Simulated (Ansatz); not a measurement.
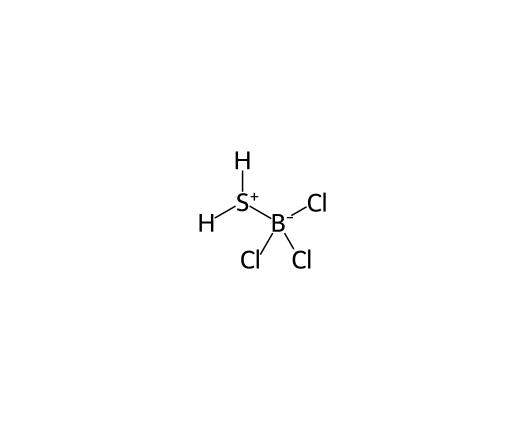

Question: Transcribe the drawing into SMILES.

Answer: [SH2+][B-](Cl)(Cl)Cl

Question: What is the molecular formula?

Answer: BCl3H2S.

Question: An optimisation with PBE0-D4/def2-TZVP gave a structure of which point group?

Answer: Cs.

The parts below concern this one geometry. Atoms keep their numbers from picture to picture. Computed geometry: PBE0-D4/def2-TZVP optimisation.

**Geometry**

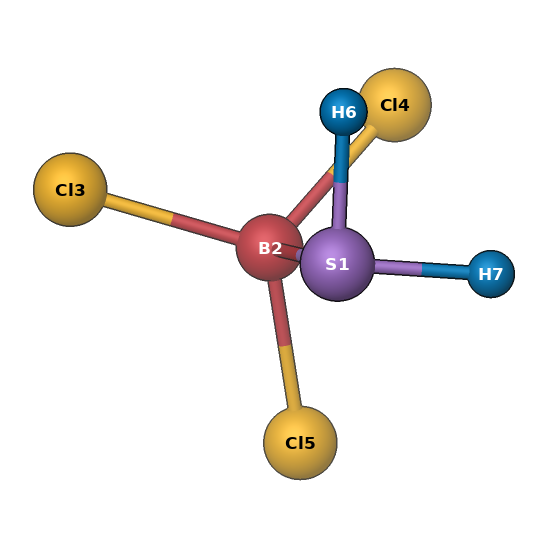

B2 lies behind S1. The molecule seen a little off the S1–B2 bond, S1 in front. Depth is shown by fading: the farther an atom, the more it takes the colour of the background.

Question: What is the torsion angle H6–S1–B2–Cl3? The sign is positive where the front bond must turn clockwise to cover the back bond.

Answer: −73°, synclinal (gauche).

**Electronic properties**

Properties computed with RKS B97M-V/def2-TZVPP (Ansatz 0.2.0).

What does the calculation give?

- HOMO energy (Kohn–Sham orbital): −7.36 eV
- LUMO energy (Kohn–Sham orbital): −1.69 eV
- HOMO–LUMO gap: 5.67 eV

**Dipole moment**

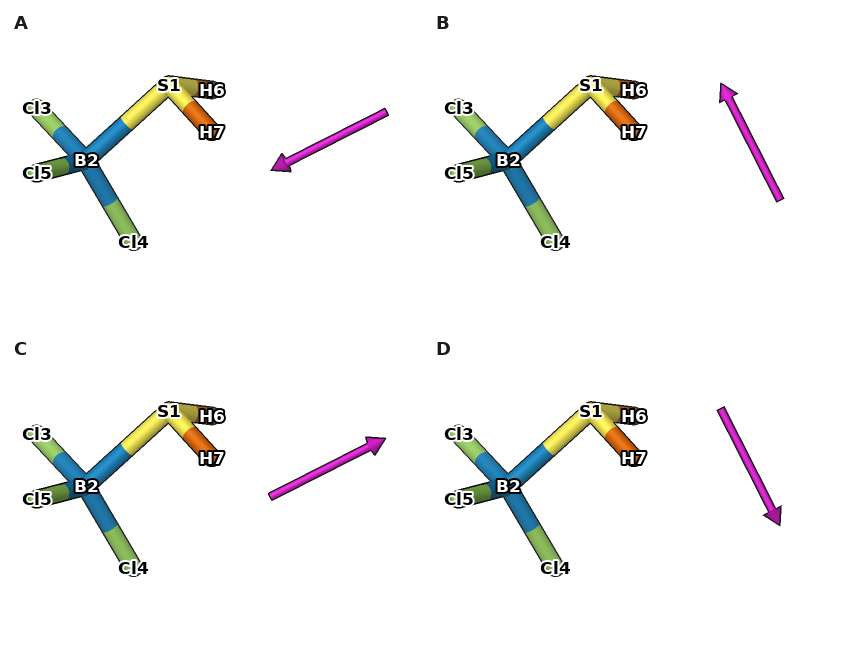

The same molecule four times, each with an arrow. Method: RKS PBE0-D4/def2-TZVP (Ansatz 0.2.0).

Question: Which arrow points along the dipole moment, from the negative to the positive end?

Answer: C. The dipole moment is 4.70 D; it points from the side of Cl3, Cl5 to the side of H6, H7 (the outermost atoms at the two ends).

**Charges**

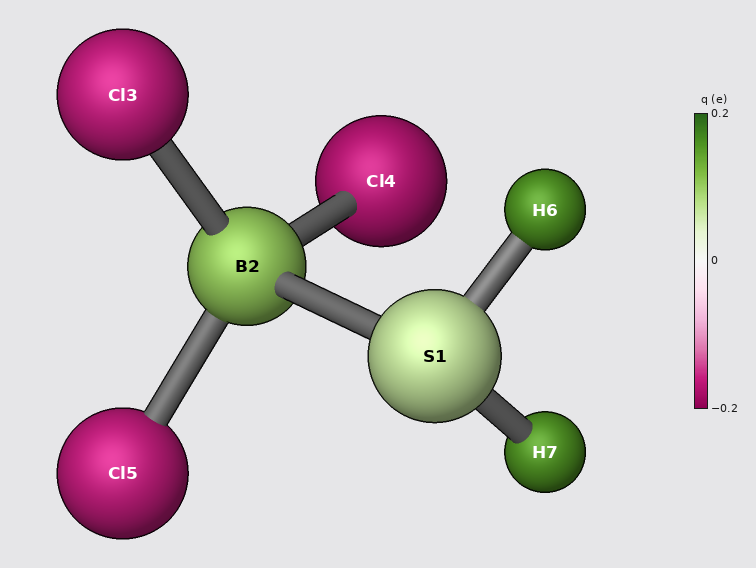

Atoms are coloured by their Mulliken charges. Properties computed with RKS PBE-D4/def2-TZVPP (Ansatz 0.2.0).

Question: Which atom carries the highest charge (most positive or least negative)?

Answer: H6, H7 (0.16 e).

Question: And the lowest?

Answer: Cl4 (−0.17 e).

List the Mulliken charges.

```json
{"atom": "S1", "value (e)": "0.07"}
{"atom": "B2", "value (e)": "0.10"}
{"atom": "Cl3", "value (e)": "−0.16"}
{"atom": "Cl4", "value (e)": "−0.17"}
{"atom": "Cl5", "value (e)": "−0.16"}
{"atom": "H6", "value (e)": "0.16"}
{"atom": "H7", "value (e)": "0.16"}
```

**Thermal motion**

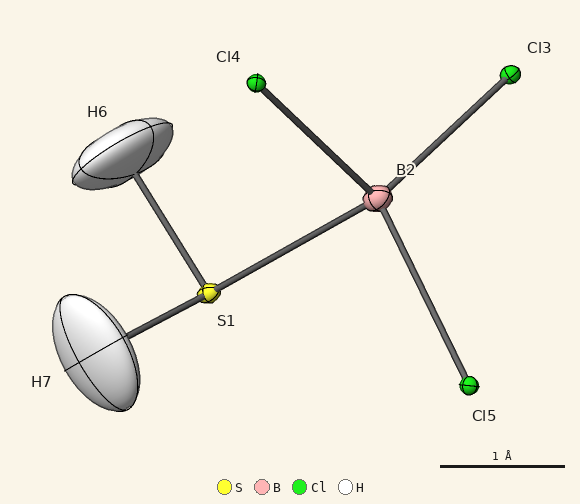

Displacement ellipsoids at the 50 % level, enlarged 1.5 times, from the internal vibrations of the free molecule (harmonic, no overall translation or rotation; no half-axis is drawn under 0.075 Å). Vibrations computed with RKS PBE0-D4/def2-TZVP (Ansatz 0.2.0). Temperature: 0 K (zero-point motion alone).

Give the displacement parameters, one line for each set of equivalent atoms.

```
    atom  U_eq (Å²)   rms amplitudes (Å)
      S1     0.0015  0.033, 0.036, 0.045
      B2     0.0025  0.046, 0.047, 0.057
Cl3, Cl5     0.0011  0.030, 0.031, 0.037
     Cl4     0.0010  0.030, 0.031, 0.035
  H6, H7     0.0297  0.084, 0.178, 0.224
```

Mulliken values depend strongly on the basis set and can even reverse the polarity of a bond.
